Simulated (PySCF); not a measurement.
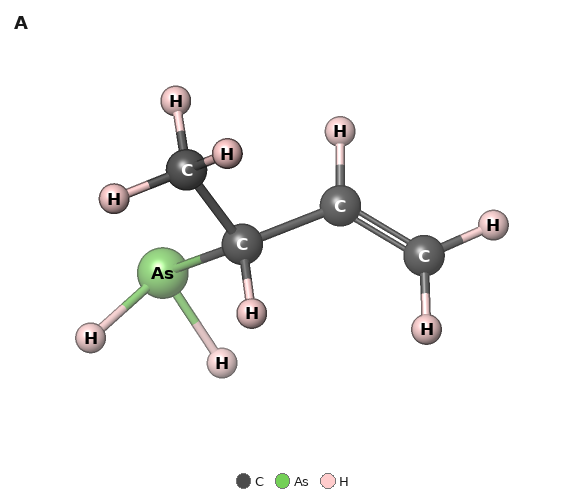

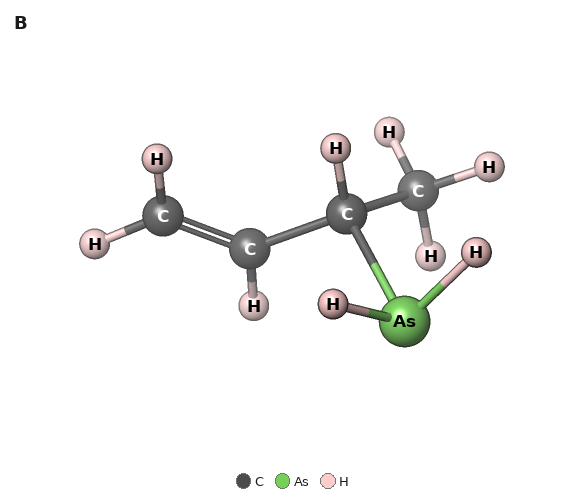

Distant atoms are faded towards the background colour. Computed geometry: GFN2-xTB optimisation. No frequency run is at hand to confirm it as a minimum.

Are A and B the same structure? If not, how do they differ?

Answer. No. They are enantiomers, mirror images that no rotation superimposes: A is C=C[C@@H](C)[AsH2] (R), B is C=C[C@H](C)[AsH2] (S). Their energies are equal.
